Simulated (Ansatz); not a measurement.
Consider KCrF3 (cubic perovskite) (Pm-3m).

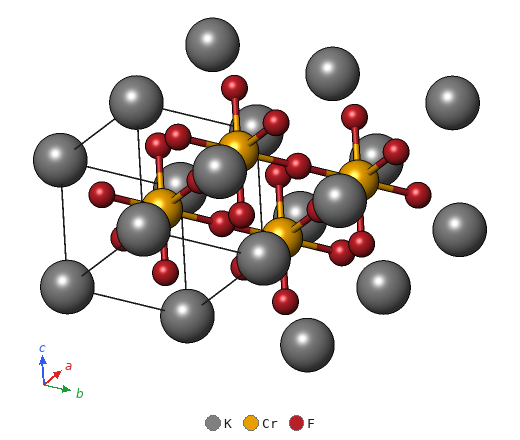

The structure (potassium grey, chromium orange, fluorine red). 2×2×1 cells are drawn. Some periodic images of atoms are drawn too.

The structure was built from a prototype and need not be the compound's stable phase.

The structure is cubic, space group Pm-3m (No. 221). Conventional cell: a = 3.901 Å, b = 3.901 Å, c = 3.901 Å, α = 90.00°, β = 90.00°, γ = 90.00°. Nearest to K lie 12 F at 2.76 Å. Nearest to Cr lie 6 F at 1.95 Å. Nearest to F lie 2 Cr at 1.95 Å and 4 K at 2.76 Å. Farther neighbours and most contacts between anions are not listed.

```yaml
crystal:
  lattice:
    - [0.00000, -3.90089, 0.00000]
    - [0.00000, 0.00000, 3.90089]
    - [-3.90089, 0.00000, 0.00000]
  atoms:
    - { symbol: K, position: [0.00000, 0.00000, 0.00000] }
    - { symbol: Cr, position: [0.50000, 0.50000, 0.50000] }
    - { symbol: F, position: [0.50000, 0.50000, 0.00000] }
    - { symbol: F, position: [0.50000, 0.00000, 0.50000] }
    - { symbol: F, position: [0.00000, 0.50000, 0.50000] }
```

The structure was relaxed with LDA. The structure type comes from a generator and need not be one that this composition takes. The structure was generated from a model, not taken from a measurement. The runs that relaxed it are not among those shown. The program's search for lower electronic states was switched off, so nothing shows that the state found is the lowest. PAW set soft_2, made with PBE.

A constrained-RPA run (Ansatz 0.2.0; non-magnetic LDA; Cr d + anion p, bands v11 to c3, 4×4×4 mesh, medium accuracy) builds 14 functions on bands 13 eV wide, with 22.0 electrons in the window. The bare on-site interaction is 20.7 eV and the bare J 0.72 eV.

Estimate U, U′ and J.

On the Cr d shell, U = 9.58 eV (46 % of the bare value), U′ = 8.38 eV, J = 0.60 eV.

The parent state is non-magnetic and the interaction static (zero frequency); U depends on the window and the orbitals, so it belongs to this model alone. A window that holds the anion p bands defines a model with explicit ligands; its U belongs to that model and is not the U of DFT+U.

[Paths, hosts, dates, memory and timing lines, banners, echoed tables and standing remarks are left out of the program output.]

[Logs are printed without paths, hosts, clocks, repeated set-up lines and the standing remarks that a program may print on its own settings, such as how far it seeks lower states.]

[Runs of the session that timed out or met a known fault of the program may be left out.]

[Hosts, paths, dates, database ids (printed as entryN), source tags and the programs' standing remarks are cut or masked in the printed files.]
